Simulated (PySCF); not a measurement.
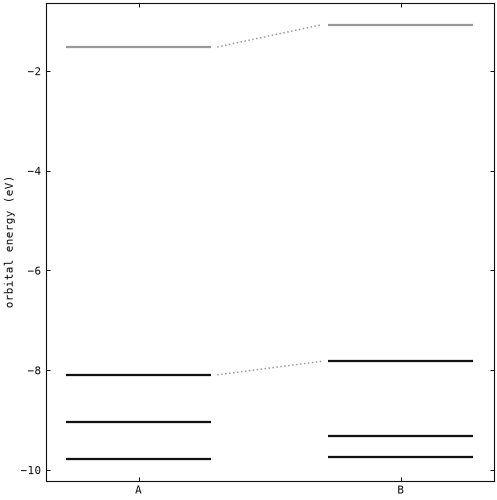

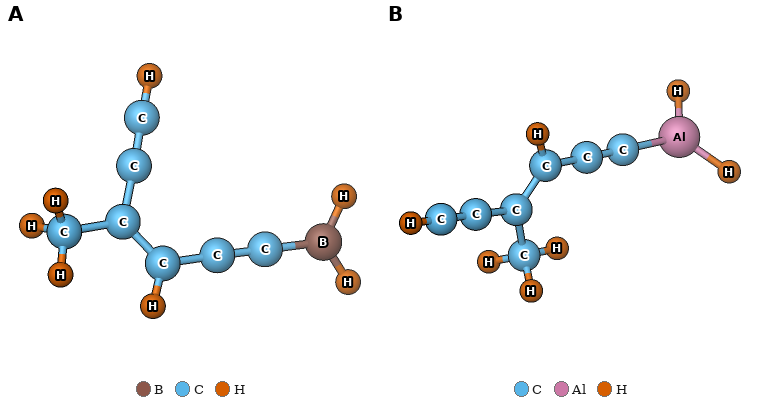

Related molecules: A is C₇H₇B, SMILES BC#C/C=C(/C)C#C; B is C₇H₇Al, SMILES C#C/C(C)=C/C#[C][AlH2], singlet. Frontier orbital energies, CAM-B3LYP/def2-SVPD with PySCF 2.14.0, at a GFN2-xTB geometry (no frequency check); drawn are at most three filled levels and, in grey, the LUMO with any level within 0.03 eV of it; dotted lines join the HOMOs and the LUMOs.

### What does the change do to the frontier levels?

From A to B the HOMO rises by 0.27 eV and the LUMO rises by 0.45 eV, so the separation goes from 6.57 to 6.75 eV.

Caveats, for all or some of the runs: the tight-binding geometry is rougher than a DFT one and adds to the error.
